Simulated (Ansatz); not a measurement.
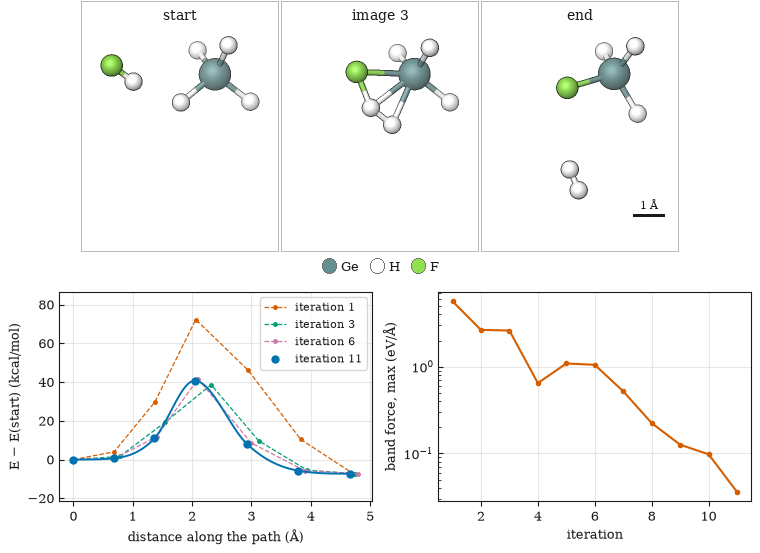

NEB run on GeH5F. Images are numbered from 0 (start) to 6 (end). The plot follows the band through its iterations. A ball-and-stick model, seen at a tilt.

Theory: RKS PBE0-D4/def2-mTZVP in Ansatz.

The input:
```yaml
crystal:
  periodic: [false, false, false]
  atoms:
    - { symbol: Ge, position_ang: [0.316923, 3.1e-05, -0.228969] }
    - { symbol: H, position_ang: [-0.040496, 0.000132, 1.276764] }
    - { symbol: H, position_ang: [1.844963, -5.6e-05, -0.339956] }
    - { symbol: H, position_ang: [-0.27638, 1.260155, -0.866421] }
    - { symbol: H, position_ang: [-0.276537, -1.260074, -0.866314] }
    - { symbol: F, position_ang: [-2.690235, 1.4e-05, 1.921739] }
    - { symbol: H, position_ang: [-1.764539, -0.000202, 1.836257] }
basis:
  gaussian: { orbitals: def2-mTZVP }
hamiltonian:
  xc: pbe0
  dispersion: d4
neb:
  order_check: false
  images: 5
  f_tol: 0.05
  max_iterations: 60
  final_atoms:
    - { symbol: Ge, position_ang: [-0.28721318, 1.6e-05, -0.72929903] }
    - { symbol: H, position_ang: [-0.28255194, -5.252e-05, 3.33051843] }
    - { symbol: H, position_ang: [0.91282241, -2.986e-05, 0.22463089] }
    - { symbol: H, position_ang: [-0.35876548, 1.27465751, -1.57914861] }
    - { symbol: H, position_ang: [-0.3588296, -1.27459749, -1.57918754] }
    - { symbol: F, position_ang: [-1.71676942, 3.614e-05, 0.2752931] }
    - { symbol: H, position_ang: [-0.79499379, -2.979e-05, 2.79029276] }
  initial_path:
    images:
      - { positions_ang: [[0.316923, 3.1e-05, -0.228969], [-0.040496, 0.000132, 1.276764], [1.844963, -5.6e-05, -0.339956], [-0.27638, 1.260155, -0.866421], [-0.276537, -1.260074, -0.866314], [-2.690235, 1.4e-05, 1.921739], [-1.764539, -0.000202, 1.836257]] }
      - { positions_ang: [[0.21799348, 1.9e-05, -0.14517053], [-0.05388796, 8.521e-05, 1.49109278], [1.73232977, -4.541e-05, -0.36513732], [-0.41139754, 1.26170533, -0.75487208], [-0.41151374, -1.26164734, -0.75480285], [-2.42327064, 1.594e-05, 1.46321099], [-1.53655437, -0.00013273, 1.79877901]] }
      - { positions_ang: [[0.11906395, 7.01e-06, -0.06137206], [-0.06727992, 3.842e-05, 1.70542156], [1.61969654, -3.482e-05, -0.39031864], [-0.54641508, 1.26325566, -0.64332315], [-0.54649047, -1.26322067, -0.6432917], [-2.15630627, 1.787e-05, 1.00468298], [-1.30856974, -6.347e-05, 1.76130102]] }
      - { positions_ang: [[0.02013443, -4.99e-06, 0.02242641], [-0.08067189, -8.36e-06, 1.91975034], [1.50706331, -2.423e-05, -0.41549996], [-0.68143262, 1.26480599, -0.53177423], [-0.68146721, -1.26479401, -0.53178056], [-1.88934191, 1.981e-05, 0.54615497], [-1.08058511, 5.8e-06, 1.72382303]] }
      - { positions_ang: [[-0.08231477, 2.01e-06, -0.22814874], [-0.14796524, -2.308e-05, 2.39000637], [1.30898301, -2.611e-05, -0.20212301], [-0.57387691, 1.26808983, -0.88089902], [-0.57392134, -1.26806184, -0.88091622], [-1.83181775, 2.525e-05, 0.45586768], [-0.98538801, -6.06e-06, 2.07931294]] }
      - { positions_ang: [[-0.18476398, 9.0e-06, -0.47872388], [-0.21525859, -3.78e-05, 2.8602624], [1.11090271, -2.798e-05, 0.01125394], [-0.46632119, 1.27137367, -1.23002381], [-0.46637547, -1.27132966, -1.23005188], [-1.77429358, 3.07e-05, 0.36558039], [-0.8901909, -1.793e-05, 2.43480285]] }
      - { positions_ang: [[-0.28721318, 1.6e-05, -0.72929903], [-0.28255194, -5.252e-05, 3.33051843], [0.91282241, -2.986e-05, 0.22463089], [-0.35876548, 1.27465751, -1.57914861], [-0.3588296, -1.27459749, -1.57918754], [-1.71676942, 3.614e-05, 0.2752931], [-0.79499379, -2.979e-05, 2.79029276]] }
```

Launched with:
```bash
ansatz run input.yaml --threads 1 --pin off --max-ram 2048MiB --backend cpu --events-out ev --progress --plain --runs-dir out
```

**Did the band converge, and can the barrier be trusted?**

The run is converged, with reservations. The band converged in 11 iterations. The largest component of the band force went from 5.7 to 0.036 eV/Å. The climbing image converged on the top of the path. Its vibrational analysis gives 2 imaginary modes over 30i cm⁻¹, so it isn't confirmed as a transition state. The first iteration put the highest image at 72.3 kcal/mol. The energy climbs by 40.7 kcal/mol to image 3 and then falls by 48.0 kcal/mol, so the end point sits at −7.3 kcal/mol.
